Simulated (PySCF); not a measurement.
# USVWN5/STO-3G run of GeH2Cl (SMILES [Cl][GeH2])

Aim: the energy change on altering one bond length of GeH2Cl at USVWN5/STO-3G, from 2 runs. Input form: a Python script.

The results are computed with PySCF 2.14.0.

7 further runs of the same task are left out: 7 set aside as unsound or not needed.

## 1. The system as given

GeH2Cl has 4 atoms, charge 0, and is taken as a doublet. SMILES: `[Cl][GeH2]`. The coordinates come from a PBE0-D4/def2-TZVP relaxation.

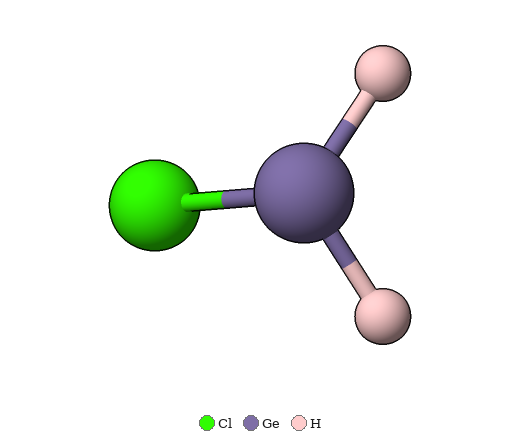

Viewed from a chosen angle; chlorine green, germanium purple, hydrogen pink.

## 2. A single-point energy at USVWN5/STO-3G

The input, mol.xyz:

```xyz
4

Cl    -1.562900     0.305200     0.993500
Ge     0.106700    -0.451100    -0.141600
H      0.072700     0.259600    -1.514200
H      1.383400    -0.113700     0.662300
```

The input, run.py:

```python
# [Cl][GeH2]
from pyscf import gto, dft

molecule = gto.Mole()
molecule.atom = 'mol.xyz'
molecule.max_memory = 1860
molecule.spin = 1
molecule.verbose = 3
molecule.basis = 'sto-3g'
molecule.build()

mf = dft.UKS(molecule)
mf.xc = 'svwn'
mf.conv_tol = 1e-10
mf.grids.level = 5
mf.kernel()
if not mf.converged:
    mf = mf.newton().run(mf.mo_coeff, mf.mo_occ)

e_final = mf.e_tot
print(f'total energy: {e_final:.8f} hartree')
```

On the command line:

```sh
$ OMP_NUM_THREADS=1 python run.py
```

The program printed:

```text
WARN: HOMO 0.113661082643019 >= LUMO 0.113764532229598

converged SCF energy = -2504.50387378235  <S^2> = 0.75063982  2S+1 = 2.0006397
total energy: -2504.50387378 hartree
```

Wall time 3.3 s (1 thread of Arm Neoverse V1, shared host); peak memory 0.16 GiB.

## 3. The distorted shape at the same level

The input, job.py:

```python
from pyscf import gto, dft

mol = gto.M(
    atom='''
Cl    -1.522100    -0.547632     2.640604
Ge     0.147500    -1.303932     1.505504
H      0.072700     0.259600    -1.514200
H      1.424200    -0.966532     2.309404
''',
    charge=0,
    spin=1,
    max_memory=1860,
    basis='sto-3g',
    verbose=3,
)

mf = dft.UKS(mol, xc='svwn')
mf.grids.level = 5
mf.conv_tol = 1e-10
mf.kernel()
if not mf.converged:
    mf = mf.newton().run(mf.mo_coeff, mf.mo_occ)

etot = mf.e_tot
print(f'total energy: {etot:.8f} hartree')
```

On the command line:

```sh
$ OMP_NUM_THREADS=1 python job.py
```

The program printed:

```text
converged SCF energy = -2504.33753745902  <S^2> = 0.81375395  2S+1 = 2.062769
total energy: -2504.33753746 hartree
```

Wall time 6.3 s (1 thread of Arm Neoverse V1, shared host); peak memory 0.16 GiB.

## 4. Results

At USVWN5/STO-3G:

```
                                                          quantity           value
                                         first shape: total energy  -2504.50387 Eh
                                        first shape: dipole moment          2.16 D
                   first shape: HOMO energy (highest over α and β)        -2.93 eV
                    first shape: LUMO energy (lowest over α and β)        -1.90 eV
                                                 first shape: ⟨S²⟩           0.751
                                     distorted shape: total energy  -2504.33754 Eh
                                    distorted shape: dipole moment          1.78 D
               distorted shape: HOMO energy (highest over α and β)        -1.76 eV
                distorted shape: LUMO energy (lowest over α and β)        -1.45 eV
                                             distorted shape: ⟨S²⟩           0.814
energy change with the Ge2–H3 bond stretched from 1.546 to 3.401 Å        4.526 eV
```

What this shows: With the Ge2–H3 bond stretched from 1.546 to 3.401 Å the energy rises by 4.53 eV (104 kcal/mol). The first shape isn't relaxed at this level, so the change isn't measured from a minimum. The minimal basis adds a large error of its own. Mulliken charges (distorted shape) run from -0.26 on Cl1 to +0.33 on Ge2.
